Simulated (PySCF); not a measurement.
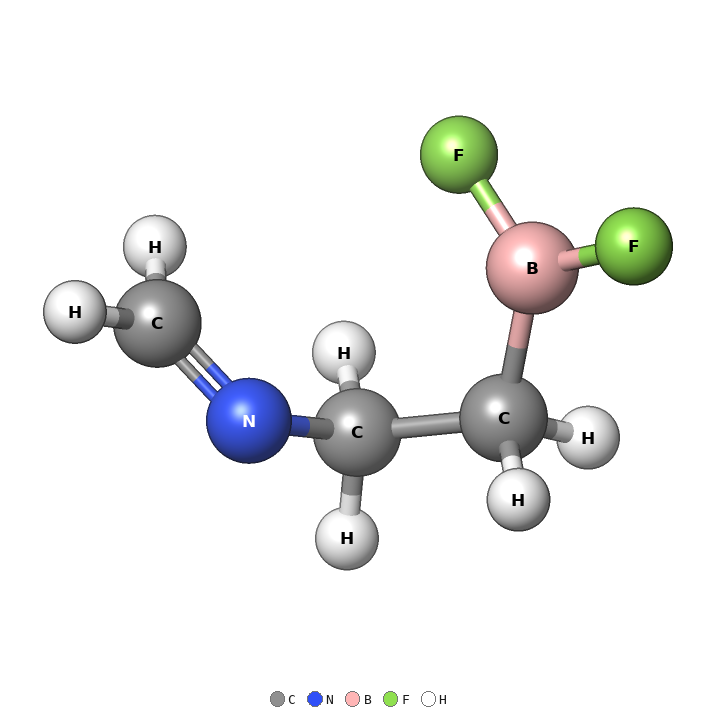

Multiple sticks mark multiple bonds (one Kekulé form).

Computed geometry: PBE0-D3(BJ)/def2-SVP optimisation. No frequency run is at hand to confirm it as a minimum.

Which formula does it have?

Answer. C₃H₆BF₂N, 13 atoms: 3 carbon, 6 hydrogen, 1 boron, 2 fluorine and 1 nitrogen.

What is the point group of this geometry?

Answer. C1.

Count the bonded pairs by element.

Answer. 6 C–H, 2 C–N, 2 B–F, 1 C–C, 1 C–B.

More results for the same structure follow; atom numbers are the same in all pictures, views and colours differ.

## Shape

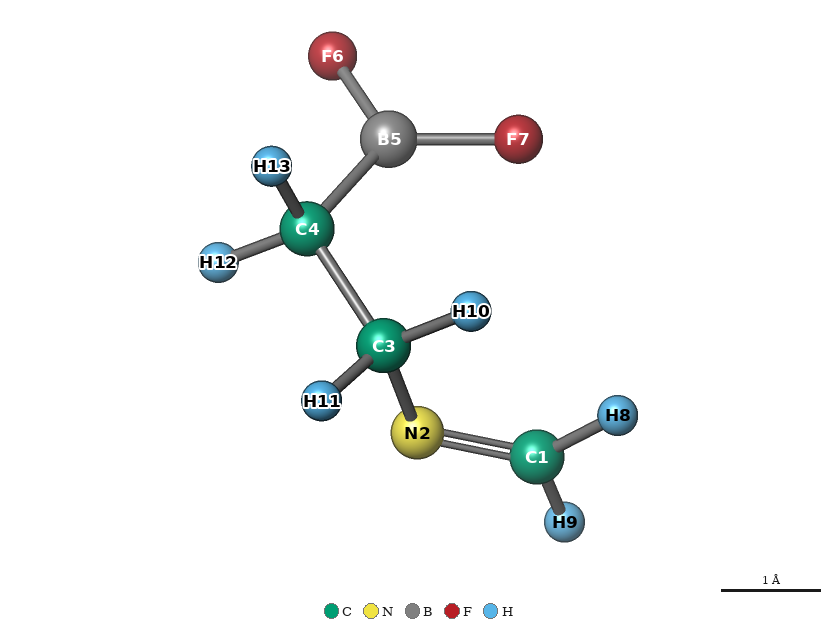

Numbered structure. No frequency run is at hand to confirm it as a minimum.

Describe the coordination of atom 4.

Answer. C4 has 4 neighbours (C3 at 1.52, B5 at 1.56, H12 at 1.10, H13 at 1.11 Å); the arrangement is tetrahedral.

Describe the coordination of atom 3.

Answer. C3 has 4 neighbours (N2 at 1.44, C4 at 1.52, H10 at 1.11, H11 at 1.10 Å); the arrangement is tetrahedral.

How are the neighbours of atom 1 arranged?

Answer. C1 has 3 neighbours (N2 at 1.26, H8 at 1.11, H9 at 1.10 Å); the arrangement is trigonal planar.

How are the neighbours of atom 2 arranged?

Answer. N2 has 2 neighbours (C1 at 1.26, C3 at 1.44 Å); the arrangement is bent.

What is the dihedral angle C3–C4–B5–F7?

Answer. 21° in size, that is syn (eclipsed).

## Levels of theory compared

No frequency run is at hand to confirm it as a minimum. Program: PySCF 2.14.0.

Compare polarisability (bohr³) at these levels: CAM-B3LYP/def2-SVPD; HF/def2-SVPD; LC-wPBE/def2-SVPD; PBE0/6-31+G*; PBE0/6-31G*; PBE0/def2-SVPD; PBE0/def2-TZVP; ωB97X-D/def2-SVPD.

```csv
level,polarisability (bohr³)
CAM-B3LYP/def2-SVPD,57.8
HF/def2-SVPD,53.7
LC-wPBE/def2-SVPD,56.4
PBE0/6-31+G*,55.1
PBE0/6-31G*,47.9
PBE0/def2-SVPD,58.1
PBE0/def2-TZVP,56.4
ωB97X-D/def2-SVPD,57.6
```

## Excitation

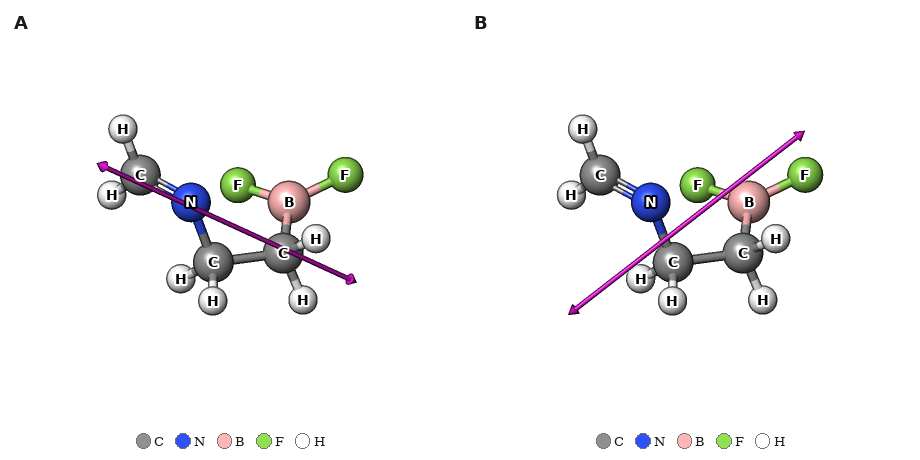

The double arrows show the directions of two transition dipoles from the ground state (lengths mean nothing). No frequency run is at hand to confirm it as a minimum. Method: TDDFT HF/def2-SVPD, vertical, gas phase, core orbitals frozen in the response (PySCF 2.14.0).

One belongs to singlet state 5 and one to singlet state 7. Which is which?

Answer. A: state 5, 9.67 eV (128 nm), oscillator strength 0.019, of mixed character, with the largest part HOMO−2 → LUMO+1 (weight 0.17).
B: state 7, 9.94 eV (125 nm), oscillator strength 0.016, of mixed character, with the largest part HOMO → LUMO+2 (weight 0.43).

## NMR shielding

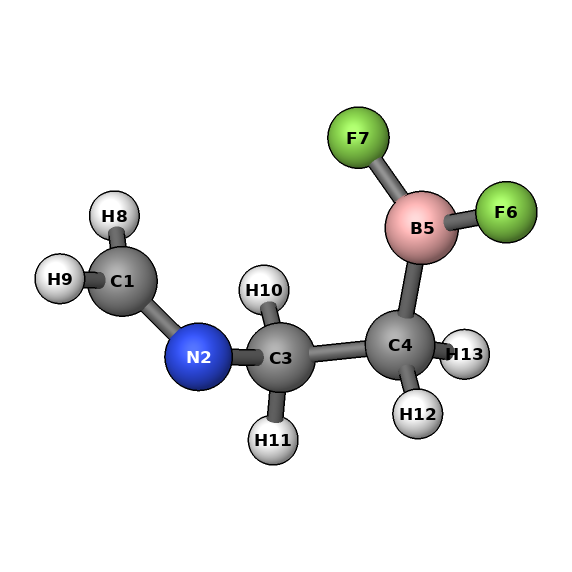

No frequency run is at hand to confirm it as a minimum. Properties computed with GIAO PBE0/6-31G* NMR shielding, non-relativistic, gas phase (PySCF 2.14.0). Principal shieldings σ11 ≤ σ22 ≤ σ33, span Ω = σ33 − σ11, skew κ = 3(σiso − σ22)/Ω.

Which C atom has the most anisotropic shielding?

Answer. C1, with a span of 169 ppm.

Give the shielding tensors of the C atoms.

| atom | σ11 | σ22 | σ33 | σiso | Ω | κ |
| --- | --- | --- | --- | --- | --- | --- |
| C1 | −43.8 | 61.0 | 124.9 | 47.4 | 168.6 | −0.24 |
| C3 | 114.2 | 127.5 | 169.2 | 137.0 | 55.0 | 0.52 |
| C4 | 168.1 | 178.7 | 192.7 | 179.8 | 24.6 | 0.13 |

Shieldings and span in ppm.
